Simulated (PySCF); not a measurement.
# SbP: what the fields show

```json
{"atom": "Sb", "x (Å)": "0.0000", "y (Å)": "0.0000", "z (Å)": "-0.4503"}
{"atom": "P", "x (Å)": "0.0000", "y (Å)": "0.0000", "z (Å)": "1.7577"}
```

Core potentials replace the inner electrons of Sb.

All numbers below come from PBE0/def2-SVPD, non-relativistic Hamiltonian with scalar-relativistic core potentials where named, at a bond length of 2.208 Å (PySCF 2.14.0).

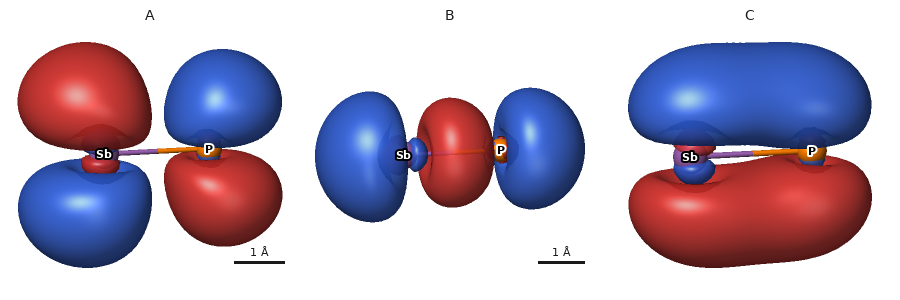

Figure 1. Three frontier orbitals, each drawn at the value that holds 80 % of its norm (red and blue are the two phases), in no order; of a degenerate pair one member is drawn.

Question: Label each orbital by symmetry, say whether it is occupied, and order them by energy.

Answer: Orbital B: σ, occupied, −7.59 eV; shared between the atoms (Sb 50 %, P 50 %).
Orbital C: π, occupied, −7.13 eV; bonding, with no node between the atoms.
Orbital A: π, empty, −2.76 eV; antibonding, with a node between the atoms.

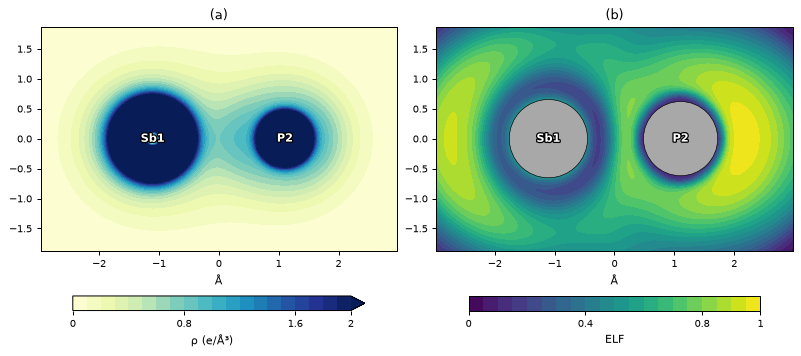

Figure 2. (a) electron density; (b) ELF on a plane that holds the molecular axis. Grey discs cover the atomic cores in the ELF map.

Question: What do the fields say about this system?

Answer: Atoms in the plane: Sb and P.
Sb–P (2.21 Å): ρ is about 0.8 e/Å³ halfway; the ELF peaks at about 0.75 in the valence shell of P, 1.0 Å from its nucleus, and drops to about 0.20 between the two atoms.
The ELF also peaks beside Sb1 and P2, away from the bonds: lone-pair regions.

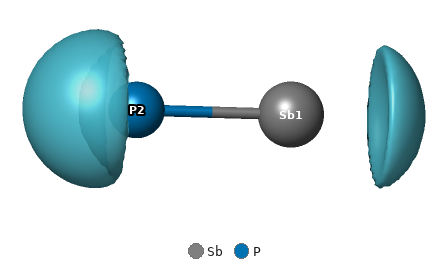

Figure 3. Isosurface of the electron localisation function at 0.85 (cyan), seen from one side. Core shells and regions of very low density are left out.

Question: Describe the localisation domains.

Answer: At this value the surface marks out one lobe on P, pointing away from the bonds (lone pairs) and one lobe on Sb, pointing away from the bonds (lone pairs).
